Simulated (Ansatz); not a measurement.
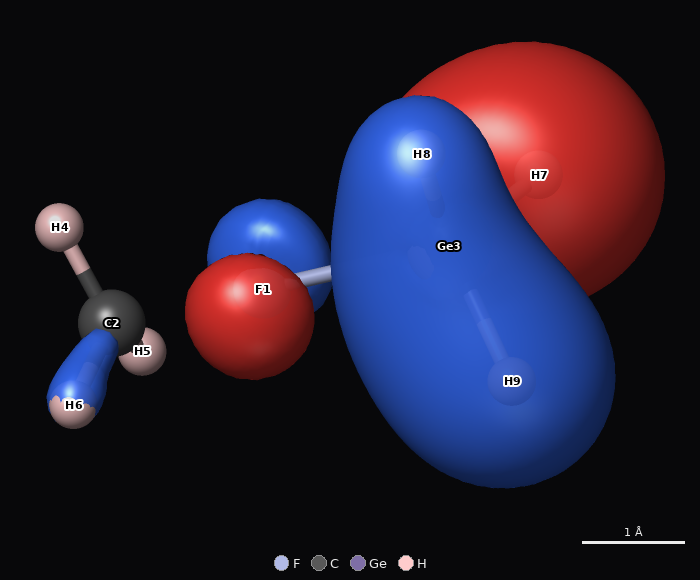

Figure 1: FGeH3···CH3 (doublet). The HOMO (β) at ±0.08 Å⁻³ᐟ² (blue and red are the two phases), seen at a tilt.

A transition-state structure; geometry: PBE0-D4/def2-TZVP.

The calculation used Ansatz, UKS PBE0-D4/def2-TZVPP.

Input file:

```
crystal:
  periodic: [false, false, false]
  atoms:
    - {symbol: F, position_ang: [-0.087384, 0.106514, -0.212780]}
    - {symbol: C, position_ang: [-0.671992, 0.826054, -1.637648]}
    - {symbol: Ge, position_ang: [0.630989, -0.775732, 1.537528]}
    - {symbol: H, position_ang: [-0.446765, 1.870986, -1.472446]}
    - {symbol: H, position_ang: [-0.082073, 0.332900, -2.398491]}
    - {symbol: H, position_ang: [-1.720560, 0.561449, -1.611593]}
    - {symbol: H, position_ang: [2.148429, -0.967186, 1.379293]}
    - {symbol: H, position_ang: [0.311639, 0.171969, 2.705507]}
    - {symbol: H, position_ang: [-0.082283, -2.126953, 1.710529]}
basis:
  gaussian: {orbitals: def2-TZVPP}
magnetization: {spin_polarized: true, initial_magnetization: 1}
hamiltonian: {xc: pbe0, dispersion: d4}
output: {orbitals: {seedname: orbitals}}
```

Launched as:

```sh
ansatz run in.yaml --threads 8 --pin off --events-out ev --progress --plain --max-ram 19148MiB
```

Q: Where does this orbital lie, and at what energy?

A: Its weight (Hirshfeld) is mainly on Ge3 (about 40 %), H7 (about 30 %), H9 (about 15 %) and F1 (about 5 %). It is one of a degenerate set, so its orientation is arbitrary. Its energy is −9.33 eV.
